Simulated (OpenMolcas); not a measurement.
# CH5BO (SMILES CBO): levels of theory compared

Wanted: a comparison of 6 runs (HF/STO-3G, HF/6-311+G**, B3LYP/6-311+G**, BHLYP/6-311+G**, PBE0/6-311+G**, r2SCAN/6-311+G**) of CH5BO. 

The calculation is run with OpenMolcas 26.06.

1 further run of the same task is left out (set aside as unsound or not needed).

### 1 The molecule

The species is CH5BO (8 atoms), meant as a singlet with charge 0. SMILES: `CBO`. The coordinates come from a PBE0-D4/def2-TZVP relaxation. This is one conformer, not always the lowest.

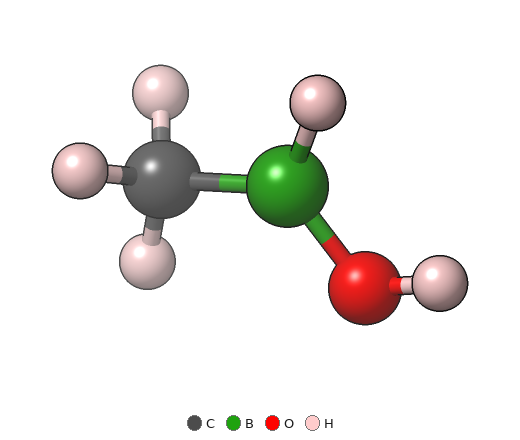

Viewed from a chosen angle; carbon dark grey, boron green, oxygen red, hydrogen pink.

### 2 Energy and forces at HF/STO-3G (run 1)

geom.xyz

```xyz
8

C     -0.618600     0.710300    -0.324600
B      0.508800    -0.240100     0.180200
O      0.240700    -1.558300     0.355600
H     -1.568300     0.201200    -0.499400
H     -0.308500     1.205100    -1.251900
H     -0.780500     1.520100     0.395700
H      1.620500     0.163100     0.420800
H      0.998200    -2.058400     0.667700
```

calc.input

```
* CH5BO Hartree-Fock
>>> EXPORT MOLCAS_PRINT=2

&GATEWAY
 BasLib
 $CurrDir
 Coord
 geom.xyz
 Basis
 STO-3G
 Group
 NoSym

&SEWARD

&SCF
 Thresholds
 1e-10 1e-07 1e-07 1e-05
 PrOrbitals
 1 2

&ALASKA
```

The basis set STO-3G is read from a file made from the Basis Set Exchange's data (not shown).

Launch:

```console
$ export MOLCAS_MEM=1860
$ pymolcas calc.input > calc.log
```

The program printed:

```text
--- Start Module: gateway ---
[...]
--- Stop Module: gateway /rc=_RC_ALL_IS_WELL_ ---
[...]
      Basis functions           20
[...]
--- Start Module: scf ---
[...]
       Convergence after  11 Iterations
[...]
::    Total SCF energy                               -138.5798300787
[...]
      Total spin, S                                     0.0000000000
[...]
      Total electronic charge=   24.000000
      Total            charge=   -0.000000
[...]
      Dipole Moment (debye):
      Origin of the operator (angstrom)=    0.0452   -0.4088    0.0796
                   X=  1.0402E+00               Y= -4.6477E-01               Z=  3.8686E-01           Total=  1.2032E+00
      Quadrupole Moment (debye*angstrom):
[...]
 *              Molecular gradients               *
 **************************************************
  Irreducible representation: a
 ------------------------------------------------------------------------------------------
                              X                       Y                       Z
 ------------------------------------------------------------------------------------------
  C1                9.89245506306569E-03   -1.79495529793074E-02    6.25746525860915E-03
  B2               -3.01792972164483E-02    2.34132672066996E-02   -1.30196359233565E-02
  O3                2.42470092661939E-02   -3.41779287217499E-02    1.34567713973416E-02
  H4               -6.53848987953021E-03   -3.92404957151915E-03   -1.13484334016867E-03
  H5                3.42645950801856E-03    5.91144334758420E-03   -5.89663421514341E-03
  H6                5.09908741904153E-04    7.85168213155307E-03    4.37416273008839E-03
  H7                2.36784552046791E-02    5.85163406091072E-03    5.62227306171403E-03
  H8               -2.50365006879147E-02    1.30235045258589E-02   -9.65955896906856E-03
[...]
```

It took 1.9 s on 1 thread of Arm Neoverse V1, shared host; peak memory 0.37 GiB.

### 3 Energy and forces at HF/6-311+G(d,p) (run 2)

job.inp

```
&GATEWAY
  BasLib=$CurrDir
  Coord
  8
  bohr
  C     -1.16898458     1.34227247    -0.61340510
  B      0.96149265    -0.45372324     0.34052865
  O      0.45485708    -2.94476022     0.67198661
  H     -2.96365748     0.38021290    -0.94372923
  H     -0.58298051     2.27730895    -2.36574814
  H     -1.47493124     2.87257268     0.74776463
  H      3.06230118     0.30821433     0.79519675
  H      1.88632462    -3.88981225     1.26177013
  Basis=6-311pGss
  Group=NoSym

&SEWARD

&SCF
  Thresholds=1e-10 1e-07 1e-07 1e-05
  PrOrbitals=0

&ALASKA
```

The basis set 6-311+G** is read from a file made from the Basis Set Exchange's data (not shown).

Launch:

```console
$ export MOLCAS_MEM=1860
$ pymolcas job.inp > job.log
```

The program printed:

```text
--- Start Module: gateway ---
[...]
--- Stop Module: gateway /rc=_RC_ALL_IS_WELL_ ---
[...]
      Basis functions           96
[...]
--- Start Module: scf ---
[...]
       Convergence after  13 Iterations
[...]
::    Total SCF energy                               -140.4214085995
[...]
      Total spin, S                                     0.0000000000
[...]
      Total electronic charge=   24.000000
      Total            charge=   -0.000000
[...]
      Dipole Moment (debye):
      Origin of the operator (angstrom)=    0.0452   -0.4088    0.0796
                   X=  1.2165E+00               Y= -8.2153E-02               Z=  3.6379E-01           Total=  1.2724E+00
      Quadrupole Moment (debye*angstrom):
[...]
 *              Molecular gradients               *
 **************************************************
  Irreducible representation: a
 ------------------------------------------------------------------------------------------
                              X                       Y                       Z
 ------------------------------------------------------------------------------------------
  C1                6.43725405457207E-03   -8.41761707069999E-03    3.44578598583078E-03
  B2               -3.33325498944426E-03    7.04758794435900E-03   -2.22199018817859E-03
  O3               -2.08710601714905E-02    6.78619111952017E-03   -7.27377992317718E-03
  H4               -4.05463914154591E-03   -1.95782891787255E-03   -7.97318790141555E-04
  H5                1.26531891395909E-03    2.23571252889609E-03   -2.89338015833840E-03
  H6               -1.61356085408459E-04    3.18220068117414E-03    2.15792804855730E-03
  H7                2.85078133851346E-03    9.39053270277546E-04    6.09742800052437E-04
  H8                1.78669560808657E-02   -9.81529955571947E-03    6.97301222538238E-03
[...]
```

Run time: 9.9 s. Hardware: 1 thread of Arm Neoverse V1, shared host; peak memory 0.53 GiB.

Run 3 isn't shown in full; the table further down has it.

### 4 Energy and gradient at BHLYP/6-311+G(d,p) (run 4)

input.xyz

```xyz
8

C     -0.618600     0.710300    -0.324600
B      0.508800    -0.240100     0.180200
O      0.240700    -1.558300     0.355600
H     -1.568300     0.201200    -0.499400
H     -0.308500     1.205100    -1.251900
H     -0.780500     1.520100     0.395700
H      1.620500     0.163100     0.420800
H      0.998200    -2.058400     0.667700
```

calc.input

```
&GATEWAY
 BasLib=$CurrDir
 Coord=input.xyz
 Basis=6-311pGss
 Group=NoSym

&SEWARD
 GridInput
 Grid=UltraFine
 End of Grid

&SCF
 KSDFT=HYB_GGA_XC_BHANDHLYP
 Thresholds=1e-10 1e-07 1e-07 1e-05
 PrOrbitals=0

&ALASKA
```

The basis set 6-311+G** is read from a file made from the Basis Set Exchange's data (not shown).

Launch:

```console
$ export MOLCAS_MEM=1860
$ pymolcas calc.input > calc.log
```

The program printed:

```text
--- Start Module: gateway ---
[...]
--- Stop Module: gateway /rc=_RC_ALL_IS_WELL_ ---
[...]
      Basis functions           96
[...]
--- Start Module: scf ---
[...]
       Convergence after  13 Iterations
[...]
::    Total KS-DFT energy                            -141.2067347886
[...]
      Total spin, S                                     0.0000000000
[...]
      Total electronic charge=   24.000000
      Total            charge=   -0.000000
[...]
      Dipole Moment (debye):
      Origin of the operator (angstrom)=    0.0452   -0.4088    0.0796
                   X=  1.1381E+00               Y= -1.5171E-01               Z=  3.5459E-01           Total=  1.2017E+00
      Quadrupole Moment (debye*angstrom):
[...]
 *              Molecular gradients               *
 **************************************************
  Irreducible representation: a
 ------------------------------------------------------------------------------------------
                              X                       Y                       Z
 ------------------------------------------------------------------------------------------
  C1                1.79198859598495E-03   -3.02241704798378E-03    1.08382177962385E-03
  B2               -1.57087187500515E-03    1.95795938124421E-03   -7.47920624426801E-04
  O3               -1.05303889379291E-02    2.50083683402735E-04   -3.06606045509739E-03
  H4               -3.90370782492777E-03   -1.88942239967926E-03   -7.66711909754636E-04
  H5                1.22766540460095E-03    2.04061939431699E-03   -3.24205010568823E-03
  H6               -3.92295861734837E-04    3.11618636405253E-03    2.48014881204717E-03
  H7                4.94459087454979E-03    1.97064447678907E-03    1.01308008653977E-03
  H8                8.43301962444132E-03   -4.42365385216892E-03    3.24569241674566E-03
[...]
```

Run time: 36 s. Hardware: 1 thread of Arm Neoverse V1, shared host; peak memory 0.53 GiB.

Run 5 isn't shown in full; the table further down has it.

### 5 Energy and forces at r2SCAN/6-311+G(d,p) (run 6)

mol.input

```
* CH5BO Kohn-Sham DFT

&gateway
 baslib = $CurrDir
 coord
 8
 angstrom
 C       -0.618600       0.710300      -0.324600
 B        0.508800      -0.240100       0.180200
 O        0.240700      -1.558300       0.355600
 H       -1.568300       0.201200      -0.499400
 H       -0.308500       1.205100      -1.251900
 H       -0.780500       1.520100       0.395700
 H        1.620500       0.163100       0.420800
 H        0.998200      -2.058400       0.667700
 basis = 6-311pGss
 group = NoSym

&seward
 gridinput
 Grid=UltraFine
 End of Grid

&scf
 ksdft = 2
 1.0 MGGA_X_R2SCAN
 1.0 MGGA_C_R2SCAN
 thresholds = 1e-10 1e-07 1e-07 1e-05
 prorbitals = 1 1

&alaska
```

The basis set 6-311+G** is read from a file made from the Basis Set Exchange's data (not shown).

Launch:

```console
$ export MOLCAS_MEM=1860
$ pymolcas mol.input > mol.log
```

The program printed:

```text
--- Start Module: gateway ---
[...]
--- Stop Module: gateway /rc=_RC_ALL_IS_WELL_ ---
[...]
      Basis functions           96
[...]
--- Start Module: scf ---
[...]
       Convergence after  14 Iterations
[...]
::    Total KS-DFT energy                            -141.1985100418
[...]
      Total spin, S                                     0.0000000000
[...]
      Total electronic charge=   24.000000
      Total            charge=   -0.000000
[...]
      Dipole Moment (debye):
      Origin of the operator (angstrom)=    0.0452   -0.4088    0.0796
                   X=  1.0027E+00               Y= -2.5574E-01               Z=  3.3570E-01           Total=  1.0879E+00
      Quadrupole Moment (debye*angstrom):
[...]
 *              Molecular gradients               *
 **************************************************
  Irreducible representation: a
 ------------------------------------------------------------------------------------------
                              X                       Y                       Z
 ------------------------------------------------------------------------------------------
  C1               -7.50103542833891E-04    1.30953020968372E-03   -4.71750530513848E-04
  B2               -1.66512831618082E-03   -5.22915616499642E-03    5.94085855652349E-04
  O3                3.07376208209220E-03    3.78191504318526E-03    1.49099679542186E-04
  H4                9.97014692783793E-04    4.84435949983153E-04    1.83645474146288E-04
  H5               -2.28305254902361E-04   -6.60346332257866E-04    7.99014173178847E-04
  H6                1.70406621066044E-04   -9.32283882526974E-04   -5.26638439956484E-04
  H7                1.75946772898783E-04    1.38790968872371E-04    1.93704581596954E-06
  H8               -1.77359305494873E-03    1.10711420810095E-03   -7.29393257875799E-04
[...]
```

Wall time 53 s (1 thread of Arm Neoverse V1, shared host); peak memory 0.53 GiB.

### 6 All runs side by side

```csv
run,level,integration grid,energy (Eh),dipole moment (D),HOMO energy (eV),LUMO energy (eV),wall time
1,HF/STO-3G,–,-138.579830,1.20,-10.34,8.56,1.9 s
2,HF/6-311+G**,–,-140.421409,1.27,-12.24,1.46,9.9 s
3,B3LYP/6-311+G**,UltraFine,-141.294275,1.14,-8.42,-0.21,40 s
4,BHLYP/6-311+G**,UltraFine,-141.206735,1.20,-10.05,0.44,36 s
5,PBE0/6-311+G**,UltraFine,-141.111682,1.12,-8.60,0.07,37 s
6,r2SCAN/6-311+G**,UltraFine,-141.198510,1.09,-7.44,-0.46,53 s
```

### 7 Outcome

```
                       quantity          value
            run 6: total energy  -141.19851 Eh
           run 6: dipole moment         1.09 D
             run 6: HOMO energy       -7.44 eV
             run 6: LUMO energy       -0.46 eV
           run 6: HOMO–LUMO gap        6.98 eV
run 6: largest force on an atom     0.284 eV/Å
```

What this shows: The dipole moment (its size) runs from 1.09 D (r2SCAN/6-311+G**) to 1.27 D (HF/6-311+G**). The HOMO–LUMO gap runs from 6.98 eV (r2SCAN/6-311+G**) to 18.90 eV (HF/STO-3G). The two ends differ in method and basis. Totals of different functionals can't be ranked against each other. In run 1 the basis is minimal, so the values are rough. All runs together took 3 min, the longest 53 s.
